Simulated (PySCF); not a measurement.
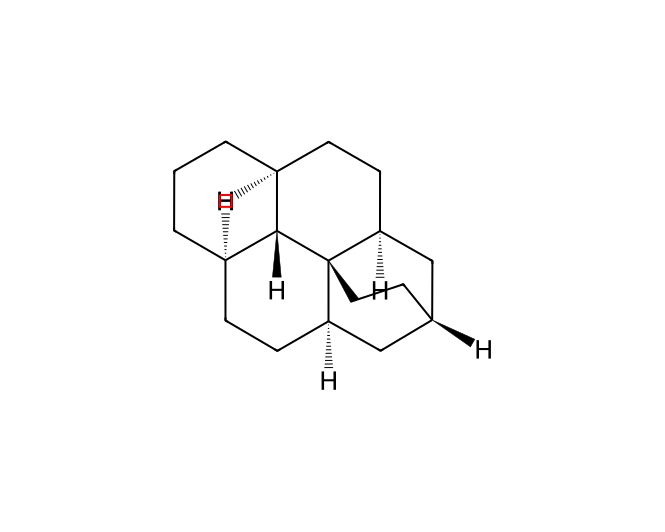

Computed geometry: GFN2-xTB optimisation. No frequency run is at hand to confirm it as a minimum. Level of theory: LC-wPBE/6-31G*, gas phase (PySCF 2.14.0). Excitations: vertical, Tamm–Dancoff approximation.

**Estimate the HOMO energy (Kohn–Sham orbital).**

−9.62 eV.

**Give the brightest of the 8 lowest singlets at this level.**

10.12 eV.

**What is the dipole moment?**

0.20 D.

**What is the mean static polarisability?**

161.2 bohr³.
